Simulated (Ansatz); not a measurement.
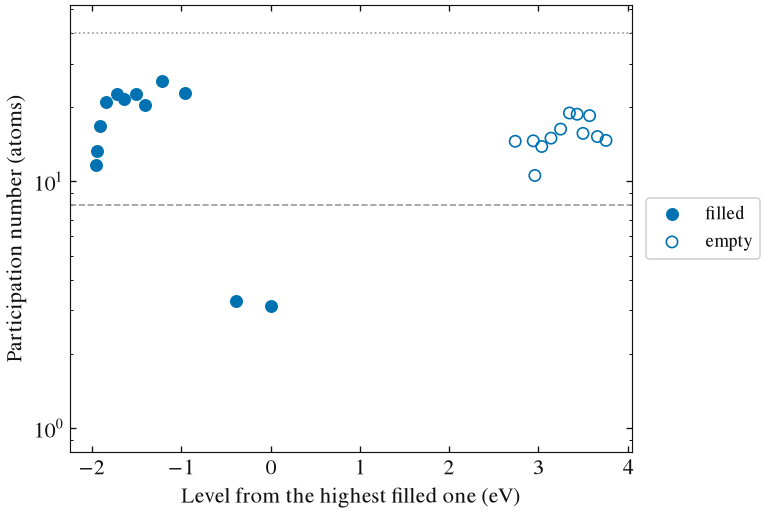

Levels near the gap of a 40-atom cell against the number of atoms over which each spreads (dotted: all atoms; dashed: a fifth of them). Host CsPbBr₃ with B on a site of Cs and B on a site of Cs.

Calculation on B2Cs6Pb8Br24 (defect cell), 40 atoms in the cell.

Level of theory: DFT, HSE06, PAW, plane waves, one k point, (0.25, 0.25, 0.25), 420 eV cutoff, Fermi-Dirac smearing of 0.01 eV; code Ansatz 0.2.0.

Q: Which of these levels are localised (under the dashed line)?

A: 2 of the 24 levels shown spread over less than a fifth of the cell: −0.39 eV (filled, over about 3 atoms, mostly B) and 0.00 eV (filled, over about 3 atoms, mostly B).

Q: How far apart are the highest filled and the lowest empty level?

A: The lowest empty level lies 2.74 eV above the highest filled one.

One k point in a finite cell, so levels carry errors of tenths of an eV.
